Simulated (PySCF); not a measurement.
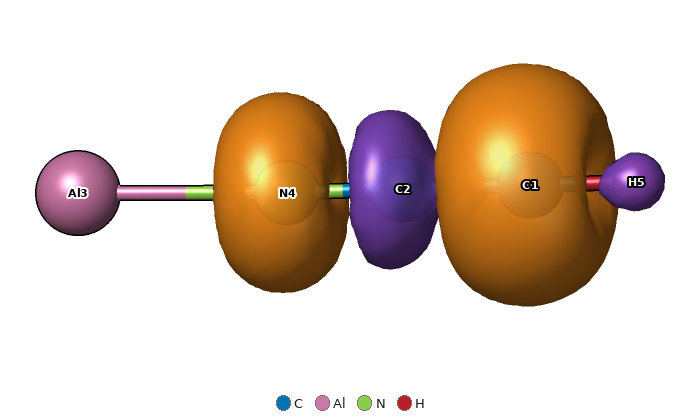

Figure. C$_{2}$HAlN (SMILES [CH+]=C=[N][Al]) (charge +1, triplet). Isosurfaces of the spin density at +0.06 (orange) and −0.06 e/Å³ (purple), seen from one side.

Geometry: PBE0-D3(BJ)/def2-SVP; ⟨S²⟩ = 2.05, above the pure value of 2.00.

The calculation used Gaussian-basis quantum chemistry of an isolated molecule with PySCF, energy and nuclear gradient, functional PBE0 (PySCF).

```xyz
5

C    -1.9424   -1.6082   -0.1359
C    -1.2615   -1.0554   -1.1047
Al    0.4575    0.4099   -3.5637
N    -0.6408   -0.5511   -1.9930
H    -2.5034   -2.0706    0.6673
```

> Where is the unpaired spin?

The unpaired spin (2 electrons) lies mostly on C1 (about 1.2) and N4 (about 0.7), in electrons by Hirshfeld's partition.
